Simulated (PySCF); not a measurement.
THF, SMILES C1CCOC1 (C4H8O) at its PBE0/def2-SVP optimised geometry (Å):

```
13

C     -0.0344     0.1182    -1.1806
C     -0.0826    -1.2873    -0.5909
C     -0.5116    -0.9935     0.8423
O      0.0249     0.2739     1.1622
C      0.5080     0.9154     0.0000
H      0.5898     0.2018    -2.0822
H     -1.0505     0.4583    -1.4403
H     -0.7686    -1.9675    -1.1165
H      0.9216    -1.7421    -0.6069
H     -0.1424    -1.7401     1.5651
H     -1.6162    -0.9681     0.9266
H      1.6162     0.9154     0.0000
H      0.1776     1.9675     0.0000
```

Calculation: PBE0/def2-TZVP (PySCF). Cells within 0.4 Å of a nucleus heavier than hydrogen are left out (blank, or x).

Map of the log10 of the electron density (e/bohr³), floored at −4 on the plane z = 0.0 Å:

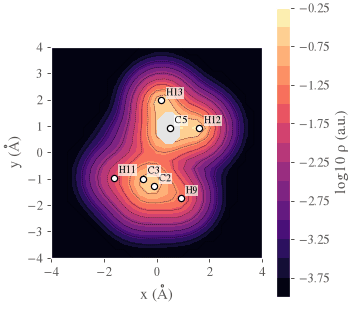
*Log10 of the electron density (e/bohr³), floored at −4 on the plane z = 0.0 Å.*
